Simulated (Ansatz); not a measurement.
Electronic density of states of amorphous Si24O49Be, density 2.20 g/cm³, on a 2×2×2 Γ-centred mesh with a Gaussian width of 0.1 eV; energies count from the Fermi level, whose place inside the gap is arbitrary. Cell and mesh are small, so fine structure isn't converged. These are PBE, scalar-relativistic without spin-orbit coupling (plane waves to 420 eV, PAW; Ansatz, a program for electronic structure) values and carry that method's errors. Sampling: a 2×2×2 Γ-centred mesh; Fermi-Dirac width 0.02 eV; no spin polarisation. At PBE the levels at the filled edge of the gap are localised (band-tail or defect states), and the nearest spread-out levels lie 4.9 eV apart at the zone centre.

A CHGNet melt-quench gave the starting glass, which DFT then relaxed. O atoms were pushed apart under 1.9 Å during the dynamics, to hinder bonds among them. The hot cell started wider than the set density and was brought back towards it in steps. It is the lowest in DFT energy of 2 quenches. It is a model cell: composition and starting density were chosen by hand, and all elements were melted together. No dispersion term was used. Its density started from a set value of 2.20 and ended at 2.20 g/cm³. The quench (nominally 320 K/ps over its main leg) was far faster than any real one, so the model tends to hold more defects than a real film. Values belong to this one cell and scatter from quench to quench. The volume was held where the preparation left it and the shape relaxed, at a PBE pressure of -1.1 GPa (tension). Stress components on the final sampling reach 1.7 GPa. Cycles of charging lowered its energy after that relaxation.

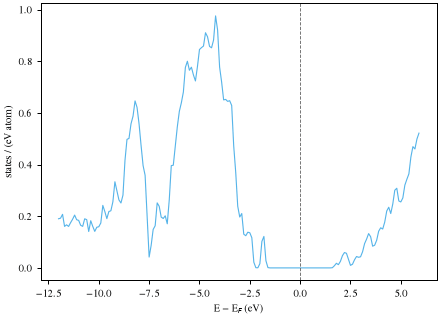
Figure: Density of states per atom

The level gap on this mesh is 3.62 eV; the broadening fills part of it in the curve.
